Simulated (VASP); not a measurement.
Energy against volume of NaCl (rock salt). Calculation: PBE GGA with D3 dispersion (zero damping), VASP's PBE PAW potentials (set 64) (plane waves; VASP).

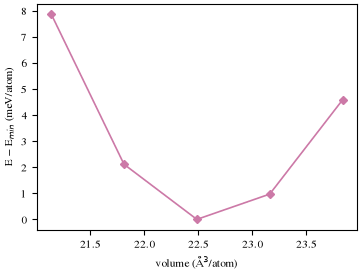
Fig. 1. Energy against volume

**Question.** Estimate the equilibrium volume and the bulk modulus.

**Answer.** The minimum lies near 22.6 Å³/atom, and the curvature gives B0 of about 24 GPa.

The compound is NaCl in the rock salt structure. It was relaxed first.
